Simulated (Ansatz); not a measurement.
## Electronic structure of BCl$_{2}$H···H$_{2}$O in real space

Input

```
crystal:
  periodic: [false, false, false]
  atoms:
    - { symbol: B, position_ang: [-0.867741, -0.528045, -0.402859] }
    - { symbol: H, position_ang: [-0.22242, -1.272567, 0.242867] }
    - { symbol: Cl, position_ang: [-0.40684, -0.225023, -2.068819] }
    - { symbol: Cl, position_ang: [-2.35606, 0.10836, 0.257557] }
    - { symbol: H, position_ang: [1.036937, -0.025457, 0.996087] }
    - { symbol: O, position_ang: [1.128959, 0.939262, 0.886901] }
    - { symbol: H, position_ang: [1.687165, 1.00357, 0.088267] }
basis:
  gaussian: { orbitals: def2-SVP }
hamiltonian:
  xc: pbe
relax:
  f_tol: 0.03
  max_steps: 50
output:
  orbitals: {}
```

Launched as:

```sh
ansatz run input.yaml --threads 2 --pin off --max-ram 3072MiB --backend cpu --events-out ev --progress --plain --runs-dir out
```

The fields are those of the run's last geometry, not of the input's.

Level of theory: Ansatz 0.2.0, RKS PBE/def2-SVP.

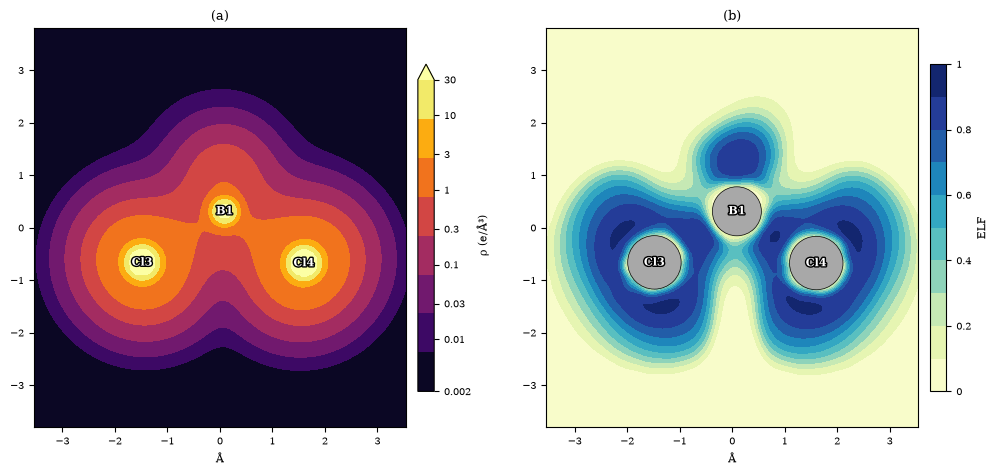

Figure 1. (a) electron density; (b) ELF on the plane of atoms Cl3, B1 and Cl4. Grey discs cover the atomic cores in the ELF map.

Interpret the plot.

Answer. The plane passes through B and Cl nuclei. B–Cl (1.80 Å): the density is about 1.2 e/Å³ at the midpoint; the ELF peaks at about 0.90 between the atoms (a shared but strongly polarised pair). B–Cl (1.85 Å): ρ is about 1.1 e/Å³ halfway, with its minimum of 0.83 e/Å³ about 0.6 Å from B; the ELF peaks at about 0.90 between the atoms: a shared but strongly polarised pair. The ELF also peaks beside Cl3 and Cl4, away from the bonds: lone-pair regions.

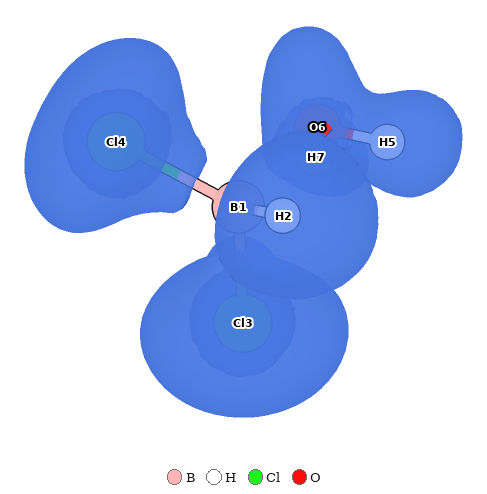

Figure 2. Isosurface of the ELF at 0.75 (blue), seen at a tilt. Core shells and regions of very low density are left out.

Describe the localisation domains.

Answer. The surface consists of one region around a hydrogen nucleus, two regions on Cl in which the atom's valence shell and bonds are merged and one joined region spread over several atoms (H, O), in which their bonds and any lone pairs are merged. Along the contacts the grid gives the following. B1···O6 (1.70 Å): the ELF peaks at about 0.90 between the atoms.

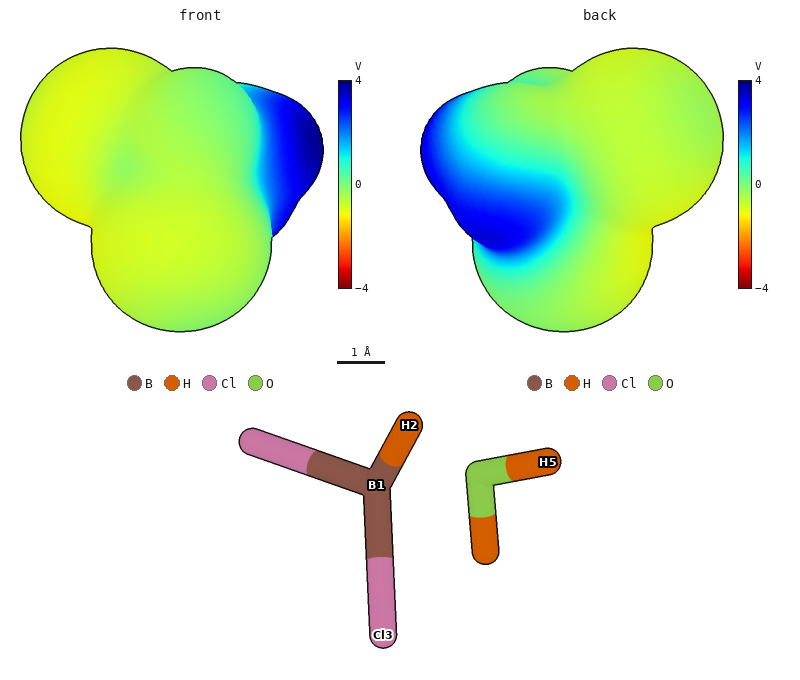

Figure 3. The electrostatic potential painted on the density surface at 0.002 e/bohr³, seen from the front and from behind; the colour scale runs from red (negative) to blue (positive). The bare structure is drawn below in the same view.

Where is the surface potential most negative and most positive?

Answer. The most negative region (about −1.1 V) lies over Cl3 and Cl4, the most positive (about +3.7 V) over H5.
